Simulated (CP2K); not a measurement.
Consider 2-fluorothiophene at its PBE geometry (Å).

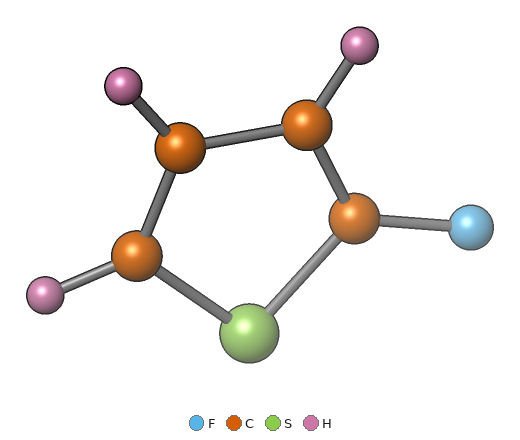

The molecule (fluorine blue, carbon orange, sulfur green, hydrogen pink).

```xyz
9

F     2.5405    0.7551   -0.1555
C     1.2196    0.4746   -0.0699
C     0.6403   -0.7659   -0.0965
C    -0.7784   -0.6599    0.0238
C    -1.2206    0.6365    0.1343
S     0.0835    1.7681    0.0949
H     1.2013   -1.6911   -0.1942
H    -1.4479   -1.5171    0.0281
H    -2.2382    0.9996    0.2349
```

Method: CP2K XAS_TDP, all-electron GAPW, PBEh(45%), aug-cc-pVDZ, TDA, GW2X-corrected core level, no relativity.

Question: Predict the bright core excitations at the C K edge.

Leading lines: C2 289.15 eV, C3 287.76 eV, C4 287.48 eV and C5 287.25 eV. The leading line of an atom is its first one with 35 % of the strongest within 2.5 eV of its lowest line over the strength cut. Core ionisation energies at this level: C3 292.12, C4 292.21, C2 294.44 and C5 292.26 eV.

The first six lines of each atom with a strength over 0.0015:

```tsv
atom	energy (eV)	states	strength, one atom	above the computed threshold
C2 (bonded to C, F and S)	289.15	1	0.0569	
	291.20	1	0.0439	
	291.88	1	0.0255	
	294.03	1	0.0053	
	294.17	1	0.0020	
	294.90	1	0.0032	yes
C3 (bonded to 2 C and H)	287.76	1	0.0411	
	289.72	1	0.0111	
	290.15	1	0.0097	
	290.52	1	0.0019	
	291.08	1	0.0049	
	291.19	1	0.0025	
C4 (bonded to 2 C and H)	287.48	1	0.0469	
	290.11	1	0.0085	
	290.19	1	0.0103	
	290.59	1	0.0062	
	291.84	1	0.0019	
	291.98	1	0.0018	
C5 (bonded to C, S and H)	287.25	1	0.0475	
	289.30	1	0.0323	
	290.26	1	0.0139	
	291.35	1	0.0042	
	291.71	1	0.0019	
	292.04	1	0.0031
```

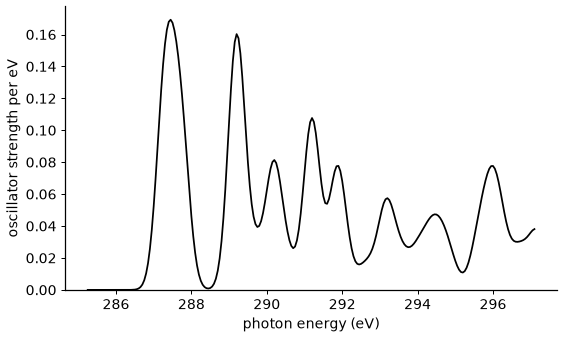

All atoms added, broadened by 0.5 eV.

Lines are vertical, at one geometry, with no vibrational structure. GW2X ionisation energies and lines can be off by 1 to 2 eV either way, and a good line position may hide errors that cancel. These values hold no scalar relativity, about 0.1 eV for C 1s. Rydberg lines, and the discretised continuum above threshold, depend on the basis and the box.

[Banner, clock and machine lines of the logs are left out without a mark of their own.]

[Logs are printed without paths, hosts, clocks, repeated set-up lines and the standing remarks that a program may print on its own settings, such as how far it seeks lower states.]

[Hosts, paths, dates, database ids (printed as entryN), source tags and the programs' standing remarks are cut or masked in the printed files.]
